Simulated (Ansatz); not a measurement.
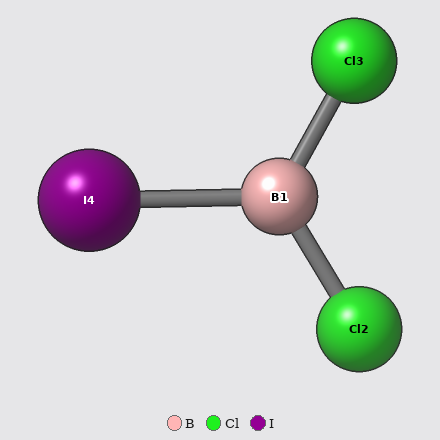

The system is BCl2I; the picture shows the reference structure. The first coordinate is: bond length B1–Cl3; the second: bond length B1–I4. Nothing is relaxed (all other coordinates rigid). The scan uses a 9 × 9 grid. Energies: eV, counted from the relaxed molecule at the same level. The reference is spin-restricted, which grows unreliable where a bond is stretched far. Theory: RKS B3LYP-D4/def2-TZVP (Ansatz 0.2.0).

Its coordinates:

```xyz
4

B     0.0503    0.0842    0.0020
Cl    1.7919    0.0580    0.0339
Cl   -0.7991    1.6052    0.0058
I    -1.0430   -1.7474   -0.0417
```

Range: bond length B1–Cl3 from 1.429 to 2.613 Å; bond length B1–I4 from 1.835 to 2.987 Å.

What landscape does the calculation give?

Answer. The lowest grid point is at bond length B1–Cl3 = 1.725 Å, bond length B1–I4 = 2.123 Å, 0.0046 eV from the relaxed molecule at the same level. No other kind of well shows on this grid. The highest grid point, bond length B1–Cl3 = 2.613 Å, bond length B1–I4 = 2.987 Å, lies 4.77 eV above the lowest. Round the minimum the two coordinates are weakly coupled (coupling 0.11 in units of the two stiffnesses).

| bond length B1–I4 ↓, bond length B1–Cl3 → | 1.429 | 1.577 | 1.725 | 1.873 | 2.021 | 2.169 | 2.317 | 2.465 | 2.613 |
| --- | --- | --- | --- | --- | --- | --- | --- | --- | --- |
| 2.987 | 3.45 | 2.10 | 1.85 | 2.13 | 2.63 | 3.21 | 3.78 | 4.30 | 4.78 |
| 2.843 | 3.11 | 1.74 | 1.48 | 1.75 | 2.25 | 2.82 | 3.39 | 3.93 | 4.40 |
| 2.699 | 2.77 | 1.38 | 1.10 | 1.35 | 1.84 | 2.41 | 2.98 | 3.52 | 4.01 |
| 2.555 | 2.45 | 1.03 | 0.72 | 0.96 | 1.43 | 1.99 | 2.56 | 3.10 | 3.59 |
| 2.411 | 2.17 | 0.71 | 0.37 | 0.59 | 1.05 | 1.59 | 2.15 | 2.68 | 3.18 |
| 2.267 | 1.98 | 0.47 | 0.11 | 0.29 | 0.73 | 1.26 | 1.80 | 2.33 | 2.82 |
| 2.123 | 1.98 | 0.42 | 0.00 | 0.16 | 0.57 | 1.08 | 1.60 | 2.12 | 2.60 |
| 1.979 | 2.32 | 0.69 | 0.22 | 0.33 | 0.71 | 1.19 | 1.69 | 2.19 | 2.66 |
| 1.835 | 3.26 | 1.55 | 1.01 | 1.07 | 1.40 | 1.85 | 2.32 | 2.80 | 3.25 |

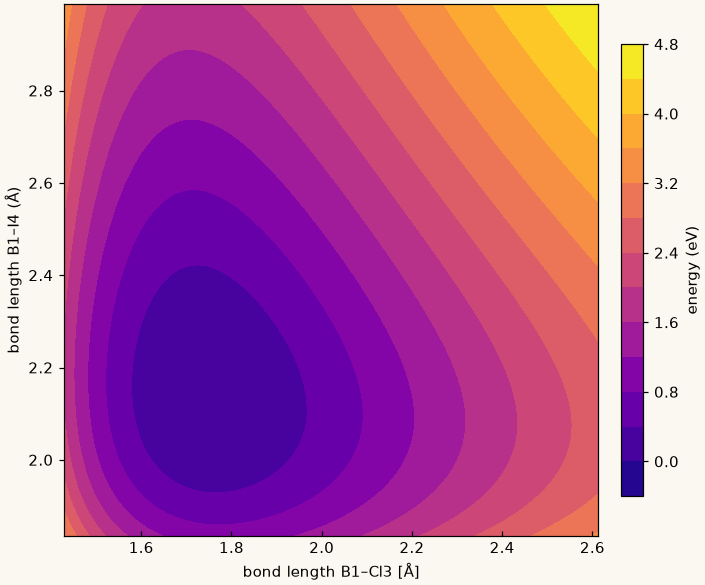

The picture shows filled contours. Between grid points the surface is interpolated.

Each point was launched as `ansatz run input.yaml --threads 1 --pin off --max-ram 2560MiB --backend cpu --events-out ev --progress --plain --runs-dir out`. Time for the 81 points that were run: 7.8 min on 1 thread of Arm Neoverse V2, with other jobs on the host.
